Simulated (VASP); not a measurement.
Band structure of MgSe (rock salt). These are modified Becke-Johnson potential (mBJ), VASP's PBE PAW potentials (set 64) (plane waves; VASP 6.6.1) values and carry that method's errors.

mBJ is a potential without an energy functional, so only the levels count.

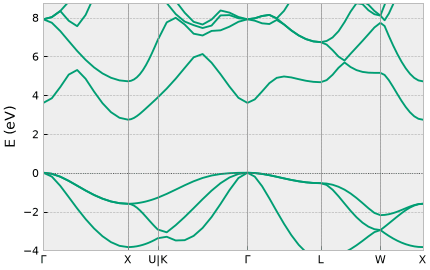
Figure. Bands along high-symmetry lines, zero at the valence-band maximum or, without a gap, the Fermi level

Read the plot: is there a gap, and where are the band edges?

The gap is indirect, 2.74 eV, from the valence maximum at Γ to the conduction minimum at X.

The compound is MgSe in the rock salt structure. It was relaxed first. The cell's shape comes from a PBE relaxation.
